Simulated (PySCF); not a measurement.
# C4H8O, SMILES `OCC1CC1`: electronic structure

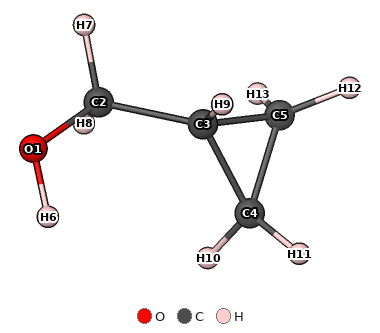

The molecule, with its atoms numbered as below. No frequency check shows the geometry to be a minimum.

Geometry (Å), atoms numbered from 1:

```
O1      -2.0437   -0.2762    0.0766
C2      -0.9533    0.5701   -0.2128
C3       0.3154    0.1311    0.4820
C4       1.1998   -0.8879   -0.1747
C5       1.6485    0.5374   -0.0659
H6      -1.7879   -1.1820   -0.1323
H7      -1.2574    1.5619    0.1331
H8      -0.7836    0.6179   -1.2991
H9       0.2129    0.0771    1.5591
H10      0.9187   -1.2538   -1.1518
H11      1.6830   -1.6299    0.4426
H12      2.4375    0.7792    0.6291
H13      1.6643    1.1342   -0.9652
```

### 1. Bonding charge

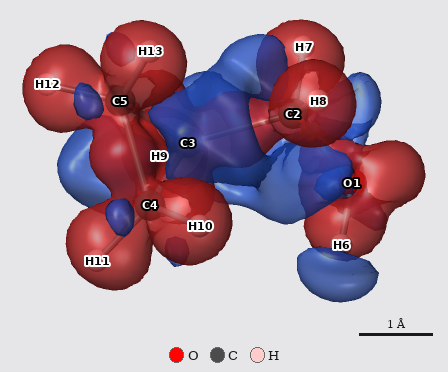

Deformation density (molecule less spherical, spin-averaged free atoms at the same positions), surfaces at ±0.06 e/Å³; red: gain, blue: loss.

Method: r2SCAN/def2-SVP; geometry: GFN2-xTB; program: PySCF.

**How much density has each bond gained at its critical point, relative to the free atoms?**

The five largest and four smallest: O1–H6: +0.77 e/Å³ at the bond critical point (bond length 0.96 Å, Mayer order 1.0). C2–H7: +0.72 e/Å³ at the bond critical point (bond length 1.09 Å, Mayer order 0.9). C2–H8: +0.69 e/Å³ at the bond critical point (bond length 1.10 Å, Mayer order 0.9). C3–H9: +0.68 e/Å³ at the bond critical point (bond length 1.08 Å, Mayer order 1.0). C5–H12: +0.68 e/Å³ at the bond critical point (bond length 1.08 Å, Mayer order 1.0). C3–C5: +0.32 e/Å³ at the bond critical point (bond length 1.50 Å, Mayer order 1.0). C3–C4: +0.32 e/Å³ at the bond critical point (bond length 1.50 Å, Mayer order 1.0). C4–C5: +0.31 e/Å³ at the bond critical point (bond length 1.50 Å, Mayer order 1.0). O1–C2: +0.12 e/Å³ at the bond critical point (bond length 1.41 Å, Mayer order 1.0). In all, 2.7 electrons gather in the regions of gain relative to the promolecule. A small or negative value marks a very polar bond, one between electron-rich atoms, whose free-atom densities already overlap strongly, a long bond to a heavier atom, or a closed-shell contact such as a hydrogen bond.

**Where do the Hirshfeld charges lie?**

The highest Hirshfeld charge is on H6 (+0.16 e), the lowest on O1 (−0.23 e).

| atom | charge (e) |
| --- | --- |
| O1 | −0.23 |
| C2 | +0.01 |
| C3 | −0.04 |
| C4 | −0.09 |
| C5 | −0.08 |
| H6 | +0.16 |
| H7 | +0.04 |
| H8 | +0.02 |
| H9 | +0.04 |
| H10 | +0.04 |
| H11 | +0.04 |
| H12 | +0.04 |
| H13 | +0.04 |

### 2. Local ionisation energy

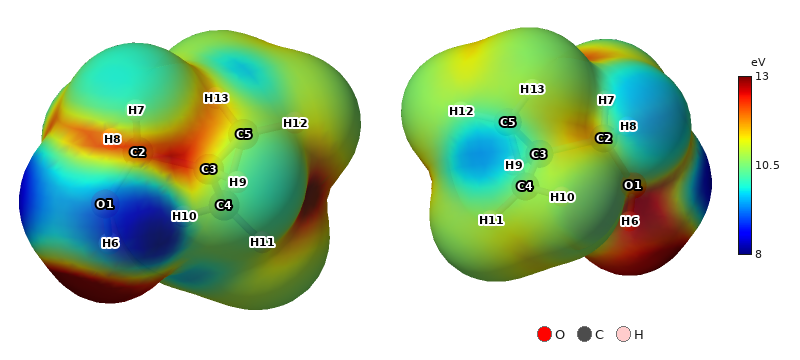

Average local ionisation energy on the surface of electron density 0.001 a.u. (back view left, front view right).

**Where are the most loosely bound electrons on this surface?**

The lowest value is 8.3 eV, 1.8 Å from O1. Further minima include 9.4 eV, off the C4–C5 bond (2.1 Å from its atoms); 9.5 eV, 1.4 Å from H8; 9.5 eV, near H6 (1.95 Å), H11 (1.98 Å) and C4 (2.04 Å). For comparison, the highest occupied orbital lies at −6.2 eV.

**What volume does the surface enclose, and what is the dipole moment?**

About 107 Å³; the dipole moment is 1.6 D.

### 3. Stretching a bond

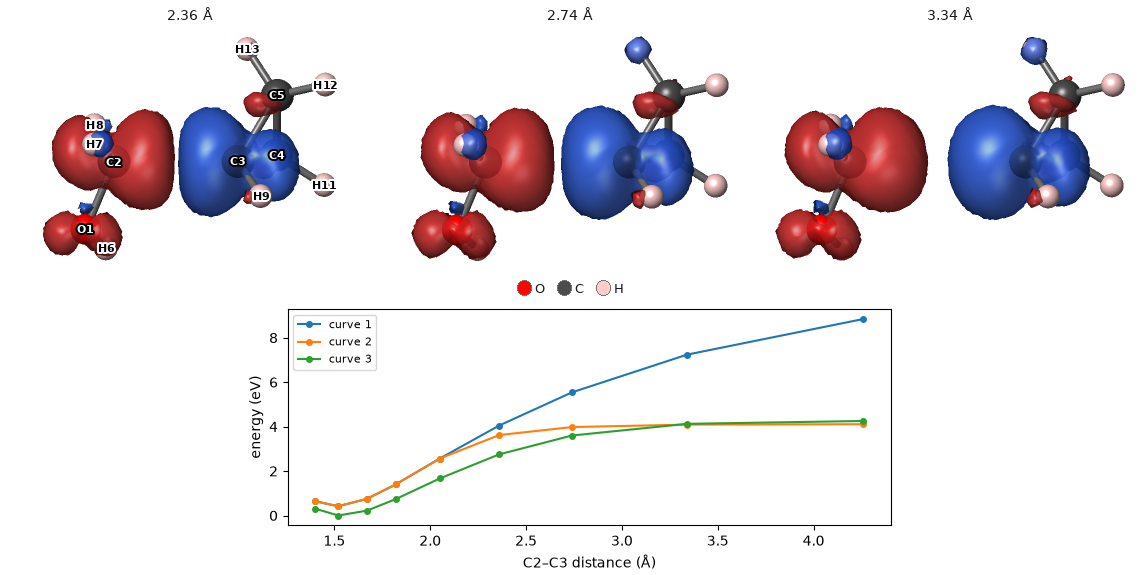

Rigid stretch of the C2–C3 bond. Broken-symmetry UHF spin density at ±0.03 e/Å³ (blue: α, red: β). Below: energies along the scan, from the lowest point of the three curves.

PySCF calculation, def2-SVP basis, gas phase; geometry: GFN2-xTB.

**How does the broken-symmetry solution share the spin, and how far is it from a pure singlet?**

At 3.34 Å excess α spin lies mostly on C3 and excess β on C2; the two could be swapped at no cost. ⟨S²⟩ is 0.57 at 2.36 Å, 0.87 at 2.74 Å and 0.99 at 3.34 Å, against 0 for a pure singlet and 1 for an equal mix of singlet and triplet.

**Which curve is which method?**

Curve 1 is RHF. Curve 2 is UHF. Curve 3 is CASSCF(2,2). RHF rises too steeply because it keeps both electrons in one orbital and so mixes in ionic fragments.

**Where does the UHF solution part from RHF?**

Between 2.05 Å (⟨S²⟩ = 0, the two coincide) and 2.36 Å (⟨S²⟩ = 0.57); at 4.26 Å ⟨S²⟩ is 1.01 and UHF lies 4.7 eV below RHF.

**How much energy does the stretch cost?**

By CASSCF, 4.3 eV from the lowest point of the scan (1.52 Å) to 4.26 Å; RHF gives 8.4 eV from its own lowest point. The fragments aren't relaxed and dynamic correlation is missing, so this isn't a bond dissociation energy.

The PySCF runs shown took 53 s and 9.6 min on 1 thread of Intel(R) Xeon(R) Processor @ 2.50GHz (Skylake/Cascade Lake) (shared host).
